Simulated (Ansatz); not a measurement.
# Calculations on B2H2OCl

**1. Relaxation**

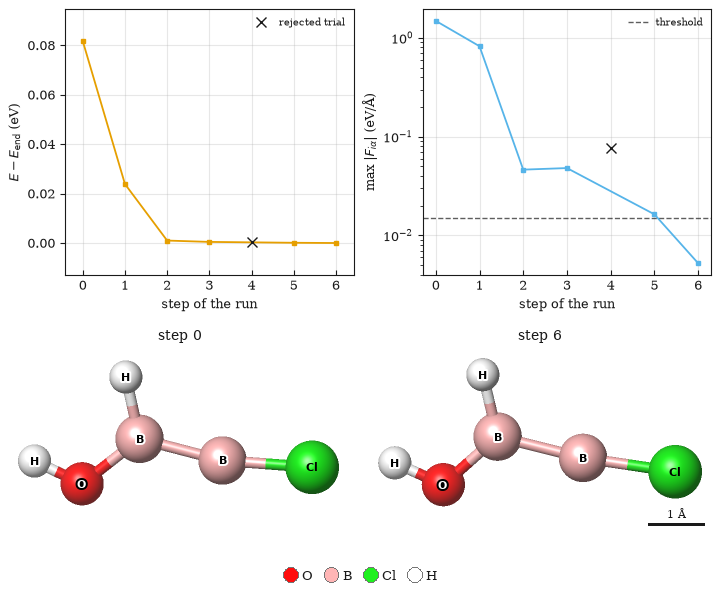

First and last geometry of a relaxation of B₂H₂OCl (multiplicity 2), with the history of the run. A ball-and-stick model, seen at a tilt.

The run prepares an end point of a later path (torsion) calculation, from a guessed geometry.

Method: UKS B3LYP-D4/def2-mTZVP (Ansatz 0.2.0). Settings: collinear spin; force threshold 0.015 eV/Å; at most 40 steps.

What do the curves and the structures tell?

It converged. The atom that moves furthest after the best rigid fit is the Cl atom (0.099 Å). Largest moves by element: Cl 0.099 Å, H 0.069 Å, B 0.055 Å, O 0.028 Å. Some distances before and after: B–Cl 1.639 → 1.694 Å, B–B 1.554 → 1.597 Å, H–O 0.955 → 0.965 Å, B–H 1.196 → 1.201 Å. Among the angles between lasting bonds that change: B–B–Cl 169.2° → 174.3°, O–B–B 126.3° → 123.6°, O–B–H 118.5° → 121.1°. Over 5 accepted moves (6 points after the start) the energy falls by 0.082 eV. Largest force component: 1.5 eV/Å at the start, 0.0052 eV/Å at the end. The line search rejected the trial step at point 4 of the run.

**2. Relaxation**

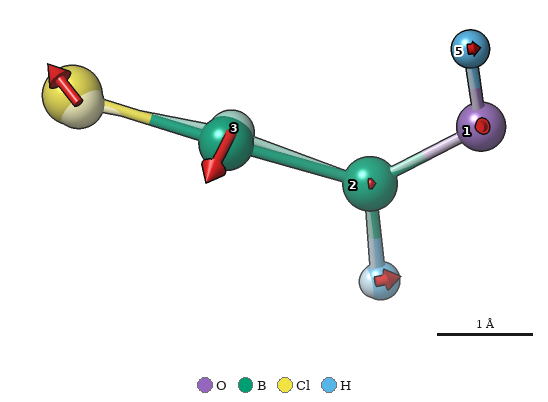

This is a relaxation of B2H2OCl (multiplicity 2). The starting structure is drawn faded, the final one solid; red arrows show the displacements, 5 times their true length. The two geometries are superimposed by the best rigid fit.

Style: ball-and-stick. Shown at a tilt.

The run prepares an end point of a later path (torsion) calculation, from a guessed geometry.

These are results of Ansatz, UKS B3LYP-D4/def2-mTZVP, not measurements.

Input file:
```yaml
crystal:
  periodic: [false, false, false]
  atoms:
    - { symbol: O, position_ang: [0.20559, 0.85102, -1.1979] }
    - { symbol: B, position_ang: [0.15154, 0.24763, 0.04338] }
    - { symbol: B, position_ang: [0.77323, 0.79306, 1.3595] }
    - { symbol: Cl, position_ang: [1.31029, 1.11369, 2.87438] }
    - { symbol: H, position_ang: [0.67727, 1.68151, -1.21757] }
    - { symbol: H, position_ang: [-0.42259, -0.79674, 0.1466] }
magnetization:
  spin_polarized: true
  initial_magnetization: 1
basis:
  gaussian: { orbitals: def2-mTZVP }
hamiltonian:
  xc: b3lyp
  dispersion: d4
relax:
  f_tol: 0.015
  max_steps: 40
```

Command:
```bash
ansatz run input.yaml --threads 2 --pin off --max-ram 3072MiB --backend cpu --events-out ev --progress --plain --runs-dir out
```

Q: Describe the change and its energy.

A: The atom that moves furthest after the best rigid fit is B3 (0.15 Å). Largest moves by element: B 0.15 Å, Cl 0.12 Å, H 0.06 Å, O 0.04 Å. Among the contacts that change: B3–Cl4 1.639 → 1.698 Å, B2–B3 1.554 → 1.604 Å, O1–H5 0.955 → 0.965 Å, O1–B2 1.381 → 1.375 Å. Among the angles between lasting bonds that change: O1–B2–B3 126.3° → 129.1°, B2–B3–Cl4 169.2° → 166.5°, O1–B2–H6 118.5° → 116.3°. After 11 geometry steps the energy has fallen by 0.098 eV. The largest force component goes from 1.6 to 0.012 eV/Å. The forces were under the threshold at step 6, but the run went on from there.

**3. Path**

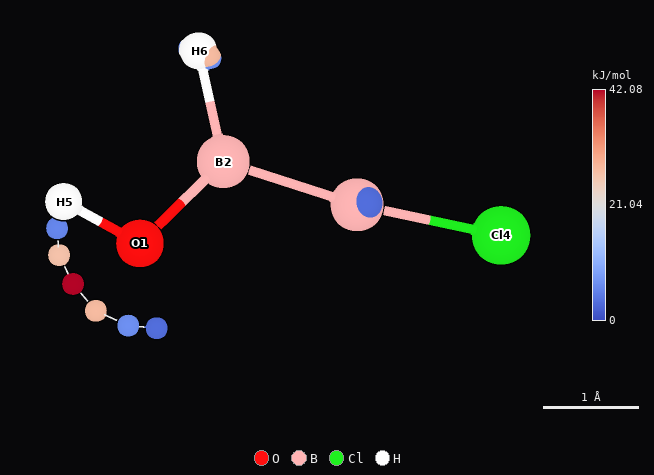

A nudged-elastic-band calculation for B2H2OCl (multiplicity 2). Images are numbered from 0 (start) to 6 (end). The start is drawn whole; smaller spheres mark the moving atoms (B, H) in the later images, joined by lines and coloured by the energy of the image relative to the start. The picture is a ball-and-stick view, seen at a tilt.

Method: UKS B3LYP-D4/def2-mTZVP (Ansatz). Settings: 5 movable images; climbing image; force threshold 0.05 eV/Å; iteration limit 60; starting path through a guess of the saddle point.

What moves, how far, and at what cost in energy?

Answer. The motion is a rotation about the B–O bond by about 180°, with a turn of about 65° about B–B. No bond forms or breaks between the ends. Among the angles between lasting bonds that change up to the highest image: B–O–H 112.7° → 118.8°. The highest point, image 3, lies 42.1 kJ/mol above the start and 38.8 kJ/mol above the end; the end is at +3.3 kJ/mol relative to the start. The band converged in 7 iterations. The largest component of the band force went from 15 to 0.049 eV/Å. The climbing image converged on the top of the path. Its vibrational analysis gives one imaginary mode (673i cm⁻¹), as a transition state must have.

Cost: 35 s on 2 threads of AMD EPYC 9R45 96-Core Processor (Zen 5), with other jobs on the host, peak memory 0.24 GiB.
